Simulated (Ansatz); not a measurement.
## Geometry relaxation of CH10BNSSi2 (part 2 of 3)

CH10BNSSi2; UHF/STO-3G (Ansatz 0.2.0). It belongs to a series of runs on one base structure; here: start relaxed.

Geometry of the input (Å):
```
Si 1.0657  -2.0728  -1.7494
B  1.3954  -1.6335  0.1056
N  1.3646  -0.1909  0.6171
C  0.1189  0.3773  0.6024
S  0.0704  2.0109  1.3576
Si -2.0357  2.3823  1.0788
H  -0.3335  -1.6209  -2.0743
H  1.2079  -3.4544  -2.0015
H  1.9599  -1.2707  -2.5751
H  1.7349  -2.5077  0.8451
H  1.9921  0.3735  0.0130
H  -0.2994  0.4688  -0.4256
H  -0.6983  -0.2557  1.1710
H  -2.3705  2.3322  -0.3394
H  -2.8101  1.3157  1.7857
H  -2.3851  3.7234  1.6331
```

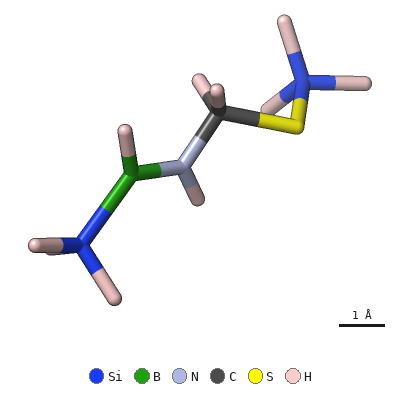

Figure 1. The geometry at step 13 of the log (stick view, seen at a tilt).

**Trajectory as extended XYZ, continued**
```
16
Properties=species:S:1:pos:R:3:forces:R:3 step=4 energy=-29544.67652
Si    1.2168   -2.1024   -1.8514    0.3366  -0.1700   0.5025
B     1.3691   -1.5891    0.0726    0.6351   0.4798  -0.0150
N     1.3898   -0.1563    0.4972   -0.0968  -0.3592  -1.2768
C    -0.0074    0.3282    0.7492    0.1957  -0.0335   0.2695
S     0.0118    2.0151    1.4255    0.0708  -0.2199  -0.0611
Si   -2.0302    2.4612    1.1194    0.1186  -0.0012  -0.1107
H    -0.0916   -1.7358   -2.2497   -0.2532   0.0421  -0.1522
H     1.3687   -3.5003   -2.0807    0.0137   0.0656   0.0230
H     2.1293   -1.4084   -2.6937    0.0516   0.0511   0.0399
H     1.4267   -2.3971    0.9208   -0.5436   0.1828  -0.1406
H     1.7702    0.4282   -0.2827   -0.4808  -0.2243   0.5404
H    -0.6105    0.3007   -0.1746    0.2002  -0.0307   0.2347
H    -0.4692   -0.3764    1.4490   -0.0460   0.1402  -0.0052
H    -2.3449    2.4549   -0.2674   -0.0178  -0.0090  -0.0672
H    -2.8597    1.5099    1.7616   -0.1419  -0.1559   0.1132
H    -2.2917    3.7451    1.6490   -0.0421   0.2421   0.1056
16
Properties=species:S:1:pos:R:3:forces:R:3 step=5 energy=-29544.89360
Si    1.2768   -2.1202   -1.8623    0.3028  -0.0237   0.2988
B     1.3763   -1.5642    0.0408    0.0510   0.3446   0.0001
N     1.3812   -0.1431    0.4083   -0.5410  -0.0796  -1.4339
C    -0.0058    0.3019    0.8031    0.3225  -0.0831   0.1908
S     0.0168    1.9950    1.4516    0.0205   0.0234   0.0271
Si   -2.0212    2.4771    1.1291    0.0563  -0.0787  -0.0199
H    -0.0313   -1.7475   -2.2914    0.0189  -0.0395  -0.0247
H     1.4212   -3.5211   -2.0680    0.0453   0.0338  -0.0181
H     2.2032   -1.4269   -2.6921    0.0261  -0.0384  -0.0035
H     1.2424   -2.3357    0.9083   -0.2614   0.1693  -0.1006
H     1.6558    0.4497   -0.4150   -0.3658  -0.3835   0.9062
H    -0.6736    0.2504   -0.0737    0.1689  -0.0640   0.2790
H    -0.3969   -0.4065    1.5465    0.1502   0.1770  -0.1598
H    -2.3206    2.4705   -0.2642   -0.0064   0.0048   0.0222
H    -2.8704    1.5274    1.7651   -0.0175   0.0168   0.0142
H    -2.2766    3.7711    1.6580    0.0296   0.0209   0.0220
16
Properties=species:S:1:pos:R:3:forces:R:3 step=6 energy=-29545.10161
Si    1.3554   -2.1479   -1.8755   -0.0334   0.0673   0.1213
B     1.3245   -1.5370   -0.0011    0.2567  -0.3090  -0.1806
N     1.3222   -0.1467    0.3102   -1.1774   0.6715  -0.9053
C    -0.0152    0.3044    0.8587    0.6309  -0.1064  -0.0519
S     0.0449    2.0034    1.4824   -0.1933  -0.0304  -0.0564
Si   -1.9959    2.4737    1.1398   -0.0394   0.1880   0.1393
H     0.0473   -1.7911   -2.3372    0.1764  -0.0969  -0.0547
H     1.5007   -3.5492   -2.0632    0.1161  -0.0225   0.0088
H     2.2857   -1.4544   -2.7006    0.0615  -0.0548   0.0247
H     1.0674   -2.2576    0.8726   -0.2070  -0.0418  -0.0191
H     1.5358    0.4647   -0.5107   -0.1577  -0.3520   0.8104
H    -0.7539    0.2348    0.0432    0.1497  -0.0181   0.3042
H    -0.3338   -0.4016    1.6364    0.2165   0.1411  -0.1472
H    -2.3012    2.4703   -0.2536    0.0758  -0.0191   0.0513
H    -2.8663    1.5374    1.7757    0.1235   0.0503  -0.0149
H    -2.2407    3.7742    1.6671    0.0011  -0.0672  -0.0301
16
Properties=species:S:1:pos:R:3:forces:R:3 step=8 energy=-29545.34940
Si    1.5037   -2.2294   -1.9174   -0.2148   0.0713  -0.3435
B     1.1932   -1.5397   -0.1160    1.1754   2.2324  -2.8333
N     1.0790   -0.1736    0.1122   -1.2851   0.4371   0.5925
C    -0.0681    0.3223    0.9656    0.3249  -0.6468  -0.5552
S     0.0780    2.0445    1.5082   -0.0555  -0.0843  -0.1207
Si   -1.9575    2.5458    1.1921   -0.1063   0.1391   0.0335
H     0.2386   -1.9730   -2.5572    0.4087  -0.1607   0.0239
H     1.7507   -3.6272   -2.0240    0.0793   0.0364   0.0918
H     2.4923   -1.5318   -2.6703    0.0258  -0.0320   0.0710
H     0.8372   -2.1642    0.6744   -1.2561  -2.4872   2.8959
H     1.2739    0.4918   -0.6390    0.0879   0.1309  -0.0913
H    -0.9831    0.2006    0.3494    0.4808   0.0593   0.5074
H    -0.1711   -0.3603    1.8231    0.1557   0.2257  -0.3385
H    -2.2621    2.5162   -0.2015    0.0337   0.0244   0.0730
H    -2.8148    1.6066    1.8404    0.0934   0.0788   0.0027
H    -2.2126    3.8490    1.7040    0.0522  -0.0242  -0.0091
16
Properties=species:S:1:pos:R:3:forces:R:3 step=9 energy=-29545.64809
Si    1.5661   -2.2464   -1.9604   -0.5802   0.0989  -0.0522
B     1.0914   -1.5283   -0.1887    0.6680  -0.7341   0.0432
N     0.9463   -0.1788    0.0353   -1.4695   0.8845   0.8219
C    -0.1053    0.3226    1.0087    0.4506  -0.7703  -0.6400
S     0.0966    2.0539    1.5048   -0.2427  -0.1825  -0.1807
Si   -1.9368    2.5769    1.2020   -0.0703   0.3290   0.1124
H     0.3394   -2.0602   -2.6901    0.4325  -0.1561  -0.0630
H     1.8675   -3.6395   -1.9964    0.0657   0.1161   0.0879
H     2.5850   -1.5403   -2.6634    0.0125   0.0027   0.1046
H     0.7997   -2.2235    0.7001   -0.1550  -0.0123  -0.2501
H     1.1375    0.5089   -0.6985   -0.0396   0.0597  -0.0099
H    -1.0894    0.1848    0.5100    0.6747   0.0246   0.4533
H    -0.0930   -0.3494    1.8844    0.0702   0.3054  -0.4591
H    -2.2636    2.5568   -0.1858    0.0596  -0.0012   0.0441
H    -2.8022    1.6566    1.8641    0.1019   0.0409   0.0087
H    -2.1621    3.8835    1.7182    0.0216  -0.0054  -0.0212
16
Properties=species:S:1:pos:R:3:forces:R:3 step=10 energy=-29545.79610
Si    1.6126   -2.2395   -1.9670   -0.3217   0.0809  -0.0807
B     1.0637   -1.5420   -0.2136    0.2158  -0.3283   0.0314
N     0.8197   -0.1997   -0.0132   -0.8538   0.1234   0.5055
C    -0.1477    0.2907    1.0308    0.3196  -0.6388  -0.5631
S     0.1039    2.0263    1.4792   -0.2326  -0.0981  -0.0638
Si   -1.9122    2.6197    1.2134   -0.0786   0.2983   0.0880
H     0.4313   -2.1185   -2.7693    0.2586  -0.1168  -0.0546
H     1.9860   -3.6138   -1.9643    0.0561   0.0661   0.0430
H     2.6327   -1.4907   -2.6213    0.0333  -0.0063   0.0807
H     0.7823   -2.2583    0.6587    0.0145   0.0322  -0.0770
H     0.9568    0.4704   -0.7751   -0.0509   0.1736   0.1537
H    -1.1632    0.1320    0.6214    0.4514   0.1141   0.3420
H    -0.0550   -0.3707    1.9078    0.0652   0.2925  -0.4037
H    -2.2687    2.5714   -0.1661    0.0173  -0.0078   0.0438
H    -2.7880    1.7505    1.9287    0.0717   0.0458  -0.0215
H    -2.0768    3.9496    1.6939    0.0340  -0.0308  -0.0237
16
Properties=species:S:1:pos:R:3:forces:R:3 step=11 energy=-29545.90720
Si    1.6425   -2.2409   -1.9924   -0.0785  -0.1322  -0.1970
B     1.0174   -1.5728   -0.2515    0.1182  -0.2401   0.0506
N     0.6987   -0.2473   -0.0570   -0.4606   0.2640   0.1135
C    -0.1769    0.2511    1.0442   -0.2441  -0.4046  -0.1015
S     0.0752    1.9968    1.4524    0.1948   0.1158   0.0041
Si   -1.9127    2.6994    1.2315   -0.0236  -0.2535  -0.0282
H     0.5326   -2.2131   -2.9038    0.2871   0.0087   0.1512
H     2.1025   -3.5907   -1.9394   -0.0162   0.1215   0.0302
H     2.6857   -1.4551   -2.5680   -0.0847   0.0026   0.0554
H     0.8130   -2.3001    0.6338   -0.0365   0.0650  -0.0931
H     0.8180    0.4368   -0.8112   -0.0929   0.0462   0.1559
H    -1.2274    0.0825    0.7472    0.4237   0.0061   0.1690
H     0.0068   -0.3874    1.9209   -0.0075   0.2466  -0.3067
H    -2.3025    2.6132   -0.1374   -0.0386   0.0984   0.0520
H    -2.7838    1.8594    1.9870   -0.0252   0.1469  -0.0169
H    -2.0121    4.0456    1.6879    0.0843  -0.0914  -0.0385
16
Properties=species:S:1:pos:R:3:forces:R:3 step=13 energy=-29545.92906 accepted=F
Si    1.6885   -2.2283   -2.0151    0.0374  -0.1596  -0.2138
B     0.9171   -1.6005   -0.3282   -0.6264   0.7164   1.1573
N     0.4845   -0.2998   -0.1203    0.3491  -0.1037  -0.6963
C    -0.2051    0.1797    1.0975    0.4304   0.5000   0.0423
S     0.0855    1.9499    1.4118   -0.0499  -0.3572  -0.1103
Si   -1.8799    2.7028    1.1929    0.1308  -0.0237  -0.0127
H     0.6955   -2.2172   -3.0454    0.1189  -0.0133   0.1347
H     2.2084   -3.5553   -1.9332   -0.0665   0.1273   0.0235
H     2.7482   -1.3805   -2.4521   -0.0295  -0.0027   0.0284
H     0.7140   -2.2277    0.6379    0.3505  -0.5440  -0.5846
H     0.5744    0.4364   -0.8271   -0.0672  -0.0773  -0.0005
H    -1.2645   -0.0336    1.0115   -0.4609  -0.0512   0.0332
H     0.1698   -0.4016    1.9360    0.0170  -0.0985   0.1412
H    -2.3484    2.6020   -0.1497    0.0383  -0.0049   0.0388
H    -2.7674    1.9873    2.0392   -0.1215  -0.0468   0.0360
H    -1.8433    4.0639    1.5884   -0.0505   0.1391  -0.0172
16
Properties=species:S:1:pos:R:3:forces:R:3 step=14 energy=-29545.99919
Si    1.6898   -2.2161   -2.0046   -0.0163  -0.0208  -0.0920
B     0.9432   -1.6026   -0.2933   -0.0231   0.0231   0.0246
N     0.5044   -0.3101   -0.1083   -0.1172   0.1092   0.0951
C    -0.2205    0.1918    1.0869   -0.0945  -0.1404   0.0144
S     0.1000    1.9461    1.4080   -0.0706  -0.0333   0.0037
Si   -1.8641    2.7136    1.2078   -0.1013   0.1109  -0.0116
H     0.6584   -2.2474   -2.9931    0.1010  -0.0060   0.0503
H     2.2394   -3.5282   -1.9218   -0.0066   0.0647   0.0030
H     2.7100   -1.3471   -2.4929   -0.0360  -0.0239   0.0247
H     0.8032   -2.3275    0.6029    0.0212  -0.0125  -0.0216
H     0.5711    0.4051   -0.8381   -0.0011  -0.0957  -0.0207
H    -1.2950    0.0090    0.9542    0.1685   0.0251   0.0423
H     0.0943   -0.4098    1.9444    0.0000   0.0531  -0.1213
H    -2.3245    2.6237   -0.1381    0.0545  -0.0225   0.0141
H    -2.7810    1.9954    2.0302    0.0808   0.0112  -0.0018
H    -1.8514    4.0818    1.5999    0.0406  -0.0422  -0.0032
16
Properties=species:S:1:pos:R:3:forces:R:3 step=15 energy=-29546.01312
Si    1.6944   -2.1993   -2.0082   -0.0015  -0.0125  -0.0526
B     0.9328   -1.6060   -0.2962   -0.0135   0.0258   0.0258
N     0.4484   -0.3297   -0.1119   -0.0600   0.0518   0.0448
C    -0.2357    0.1682    1.1074   -0.0454  -0.0769   0.0059
S     0.0939    1.9208    1.4271   -0.0048  -0.0191   0.0024
Si   -1.8496    2.7272    1.1917   -0.0383   0.0089  -0.0191
H     0.6775   -2.2509   -3.0072    0.0412  -0.0019   0.0111
H     2.2724   -3.4977   -1.9224    0.0000   0.0298   0.0023
H     2.7009   -1.3091   -2.4838   -0.0182  -0.0032   0.0139
H     0.8407   -2.3312    0.6058    0.0197   0.0054  -0.0036
H     0.4758    0.3776   -0.8513   -0.0068  -0.0572  -0.0101
H    -1.3117   -0.0210    1.0170    0.0826   0.0289   0.0362
H     0.1194   -0.4309    1.9488   -0.0232   0.0187  -0.0636
H    -2.2916    2.6331   -0.1595    0.0250  -0.0112   0.0098
H    -2.7830    2.0304    2.0122    0.0230   0.0181  -0.0036
H    -1.8074    4.0961    1.5746    0.0204  -0.0054   0.0005
16
Properties=species:S:1:pos:R:3:forces:R:3 step=17 energy=-29546.02517
Si    1.7018   -2.1315   -2.0205    0.0959   0.0308   0.0257
B     0.9338   -1.5997   -0.2866   -0.3293   0.0807   0.0383
N     0.2737   -0.3939   -0.1071    0.1745  -0.1898  -0.0891
C    -0.2917    0.0853    1.1814   -0.0659  -0.0237  -0.1188
S     0.0938    1.8228    1.5188   -0.0741   0.1010   0.0122
Si   -1.7759    2.7509    1.1304    0.0422  -0.1435   0.0658
H     0.7058   -2.2424   -3.0338   -0.0191   0.0115   0.0277
H     2.3724   -3.3866   -1.9414   -0.0323   0.0601  -0.0151
H     2.6498   -1.1660   -2.4730   -0.0369  -0.0472  -0.0050
H     0.9931   -2.3216    0.6317    0.0645   0.3183  -0.1502
H     0.1479    0.2786   -0.8787    0.0555  -0.2708   0.3937
H    -1.3745   -0.0939    1.2026    0.1379   0.0223  -0.0134
H     0.1500   -0.5301    1.9693   -0.0978   0.0558  -0.1065
H    -2.1499    2.6178   -0.2383    0.0131  -0.0048   0.0253
H    -2.7934    2.1554    1.9353    0.0456   0.0600  -0.0772
H    -1.6595    4.1324    1.4540    0.0263  -0.0607  -0.0133
16
Properties=species:S:1:pos:R:3:forces:R:3 step=18 energy=-29546.03555
Si    1.6942   -2.1191   -2.0218   -0.0439  -0.0097  -0.0109
B     0.9203   -1.6004   -0.2873    0.1445   0.2486   0.2026
N     0.2575   -0.3995   -0.0994    0.0347  -0.1895  -0.0925
C    -0.3038    0.0734    1.1920    0.0072  -0.0141  -0.0881
S     0.0945    1.8047    1.5476   -0.0964   0.0285   0.0015
Si   -1.7602    2.7398    1.1177    0.0523  -0.0488   0.0574
H     0.6912   -2.2304   -3.0273   -0.0028  -0.0042  -0.0157
H     2.3718   -3.3702   -1.9520   -0.0232   0.0443  -0.0077
H     2.6327   -1.1464   -2.4778   -0.0331  -0.0283   0.0254
H     1.0599   -2.2812    0.6527   -0.1339   0.1701  -0.2175
H     0.1145    0.2707   -0.8681    0.0038  -0.2544   0.3019
H    -1.3870   -0.0981    1.2110    0.1001   0.0273  -0.0191
H     0.1304   -0.5534    1.9739   -0.0633   0.0444  -0.0822
H    -2.1100    2.6000   -0.2567    0.0121  -0.0126   0.0261
H    -2.8001    2.1657    1.9084    0.0483   0.0435  -0.0668
H    -1.6288    4.1220    1.4312   -0.0064  -0.0451  -0.0145
16
Properties=species:S:1:pos:R:3:forces:R:3 step=19 energy=-29546.05529
Si    1.6786   -2.0534   -2.0190    0.0191  -0.0483  -0.0851
B     0.9956   -1.5575   -0.2491   -0.0043  -0.0429   0.0049
N     0.2006   -0.4498   -0.0659   -0.0410   0.3263   0.1043
C    -0.3418    0.0315    1.2245   -0.2577  -0.1921  -0.0344
S     0.0915    1.7328    1.6377    0.2084   0.2666   0.0482
Si   -1.6981    2.7124    1.0750    0.0143  -0.0187  -0.0249
H     0.6205   -2.1265   -2.9706    0.0194  -0.0053  -0.0206
H     2.3340   -3.3165   -2.0024    0.0034   0.0082  -0.0328
H     2.6088   -1.0879   -2.5021    0.0013  -0.0098   0.0002
H     1.2365   -2.1951    0.6900    0.0059   0.0363   0.0293
H    -0.0436    0.1783   -0.8376    0.0171  -0.1244  -0.0168
H    -1.4311   -0.0716    1.2231    0.0261  -0.2234  -0.0127
H     0.0470   -0.6326    1.9942   -0.0050  -0.0096   0.0556
H    -1.9784    2.4988   -0.3044   -0.0055   0.0215  -0.0202
H    -2.7944    2.2097    1.8310   -0.0251   0.0106   0.0041
H    -1.5485    4.1047    1.3198    0.0237   0.0050   0.0010
16
Properties=species:S:1:pos:R:3:forces:R:3 step=21 energy=-29546.07541
Si    1.6548   -1.9835   -2.0323   -0.0301  -0.0215  -0.0085
B     1.0352   -1.5123   -0.2251   -0.0214  -0.0854   0.1990
N     0.1375   -0.4859   -0.0103   -0.0974   0.1367  -0.1720
C    -0.3825   -0.0471    1.3030   -0.0985  -0.0040  -0.0153
S     0.0490    1.6564    1.7413   -0.0003   0.1523   0.0484
Si   -1.6367    2.7133    0.9999   -0.0723  -0.2794  -0.0257
H     0.5685   -2.0396   -2.9553    0.0396   0.0089   0.0294
H     2.3117   -3.2460   -2.0655   -0.0135   0.0138  -0.0019
H     2.5708   -1.0107   -2.5263    0.0093   0.0066  -0.0033
H     1.4017   -2.0996    0.7201   -0.0941   0.2254  -0.2978
H    -0.2415    0.0829   -0.7802    0.1940  -0.2660   0.1966
H    -1.4666   -0.1958    1.3290    0.0049  -0.0039   0.0038
H     0.0485   -0.7131    2.0497    0.0137   0.0510   0.0274
H    -1.8137    2.4612   -0.3951   -0.0048   0.0524   0.1155
H    -2.8195    2.2896    1.6833    0.1207   0.0829  -0.1109
H    -1.4399    4.1077    1.2078    0.0504  -0.0699   0.0153
16
Properties=species:S:1:pos:R:3:forces:R:3 step=22 energy=-29546.08349
Si    1.6372   -1.9530   -2.0363   -0.0536  -0.0013   0.0592
B     1.0301   -1.4899   -0.2200    0.1417  -0.2050   0.1963
N     0.1133   -0.4875    0.0112   -0.1668   0.1113  -0.0182
C    -0.3879   -0.0611    1.3377    0.0857  -0.0249   0.0453
S     0.0481    1.6426    1.7823   -0.2742  -0.0158  -0.1050
Si   -1.6132    2.6803    0.9608    0.0104  -0.0490   0.0398
H     0.5475   -1.9944   -2.9555    0.0348   0.0084   0.0203
H     2.2841   -3.2205   -2.0786   -0.0130   0.0196  -0.0083
H     2.5589   -0.9825   -2.5249    0.0054  -0.0047  -0.0032
H     1.4328   -2.0609    0.7222   -0.1181   0.2229  -0.3433
H    -0.2981    0.0629   -0.7524    0.1396  -0.1648   0.1334
H    -1.4699   -0.2259    1.3846    0.0363   0.0699  -0.0004
H     0.0656   -0.7227    2.0763   -0.0101   0.0266  -0.0512
H    -1.7453    2.4369   -0.4420    0.0332   0.0091   0.1635
H    -2.8309    2.2834    1.5994    0.1818   0.0367  -0.1013
H    -1.3950    4.0699    1.1792   -0.0332  -0.0389  -0.0268
```
